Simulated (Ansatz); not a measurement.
One crystal and one scan (frozen-phonon scan) at two levels, PBE (plane waves to 420 eV, PAW, scalar-relativistic; Ansatz, a quantum-chemistry and plane-wave program) and r2SCAN (plane waves to 500 eV, PAW, scalar-relativistic; Ansatz), each from its own relaxed cell and on its own mesh. The cell shown is that of PBE.

Relaxed Ge (diamond):

```yaml
crystal:
  lattice:
    - [0.00000, 5.76168, 5.76168]
    - [2.88084, 0.00000, 2.88084]
    - [2.88084, 2.88084, 0.00000]
  atoms:
    - { symbol: Ge, position: [0.25000, 0.50000, 0.50000] }
    - { symbol: Ge, position: [0.75000, 0.50000, 0.50000] }
    - { symbol: Ge, position: [0.37500, 0.75000, 0.75000] }
    - { symbol: Ge, position: [0.87500, 0.75000, 0.75000] }
```

A phonon eigenvector at L = (0.5, 0.0, 0.0) is frozen into this cell: atom i moves by Q times the vector below, so Q is the largest atomic displacement, in Å. The cell is held. (q is in reciprocal vectors of the primitive cell; the cell shown is doubled to hold the pattern.)

| atom | x | y | z |
|---|---|---|---|
| Ge1 | -0.577 | 0.577 | 0.577 |
| Ge2 | 0.577 | -0.577 | -0.577 |
| Ge3 | 0.577 | -0.577 | -0.577 |
| Ge4 | -0.577 | 0.577 | 0.577 |

Ge was relaxed with its symmetry unable to fall. As the smearing reaches across the gap at some points, energies and forces of such displacements shift with the k mesh and the smearing. With partly filled bands, energies and forces of such displacements shift with the k mesh and the smearing. Percentages come from the unrounded values.

| quantity | PBE | r2SCAN | PBE − r2SCAN |
|---|---|---|---|
| Lattice constant a (Å) | 5.762 | 5.674 | +0.088 (+1.5 %) |
| Harmonic wavenumber from the curvature (finite differences) (cm⁻¹ (negative: imaginary)) | 208 | 223 | -15 (-7 %) |

PBE gives the higher value for: lattice constant a. PBE gives the lower value for: harmonic wavenumber from the curvature. Both give the same shape of the curve: a single well with its minimum at or next to zero displacement.

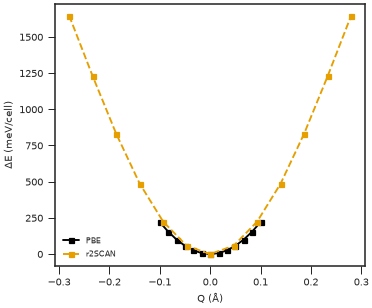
Fig. 1. ΔE, each from the undisplaced structure of its own level.

(For displaced atoms, the force is minus the slope of the energy, and its curvature is a force constant, which sets phonon frequencies.)
